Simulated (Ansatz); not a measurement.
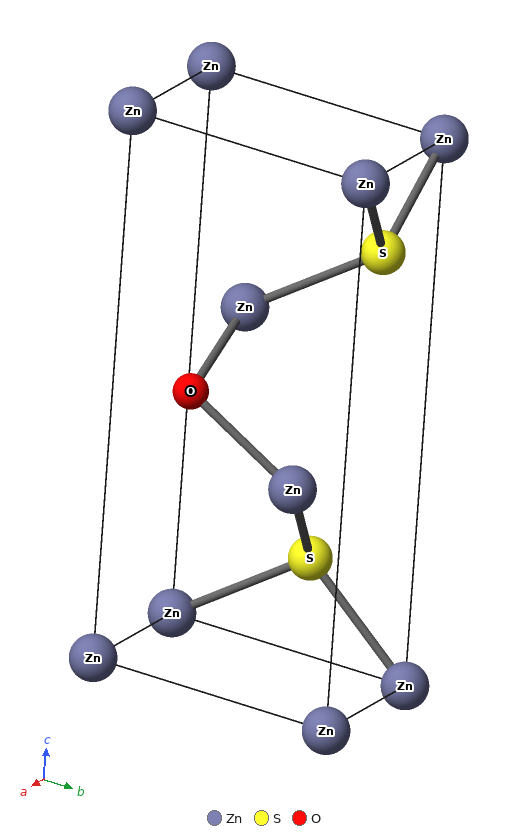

Shown here is a ball-and-stick view of the crystal, taken slightly off an axis. The frame is the cell (the run's own, in a reduced setting); atoms at its boundary are shown with their periodic copies.

```
CELL_PARAMETERS angstrom
0.00000 -3.68742 0.00000
3.68742 0.00000 0.00000
-1.84371 1.84371 7.57981
ATOMIC_POSITIONS crystal
Zn 0.68669 0.68669 0.37338
Zn 0.31331 0.31331 0.62662
Zn 0.00000 0.00000 0.00000
S 0.40650 0.90650 0.81300
S 0.09350 0.59350 0.18700
O 0.75000 0.25000 0.50000
```

Run with DFT PBE, scalar-relativistic, plane waves, PAW in Ansatz and these settings: 420 eV cutoff, k-points about 0.24 Å⁻¹ apart, Gaussian smearing of 0.02 eV, no spin polarisation.

### How charged are the atoms, by the Bader scheme?

Zn +0.89 to +1.04 e; S -0.89 e; O -1.19 e. The transfer is large, as in an ionic solid.

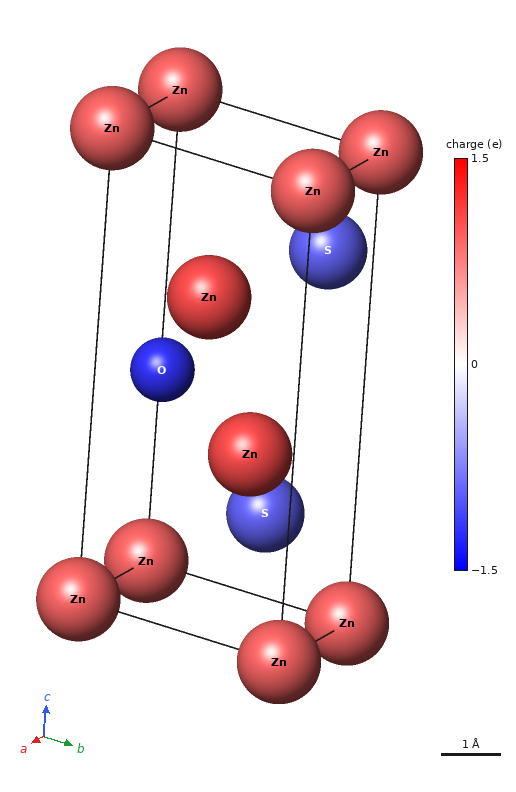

The atoms coloured by those charges.

Starting structure: a structure type filled with these elements by a generator (whether the compound takes this form wasn't checked). Earlier steps of the study, as a rule a relaxation of our own, may have changed the cell and positions, so they can lie some per cent off the listed ones. It went into a calculation with Ansatz.
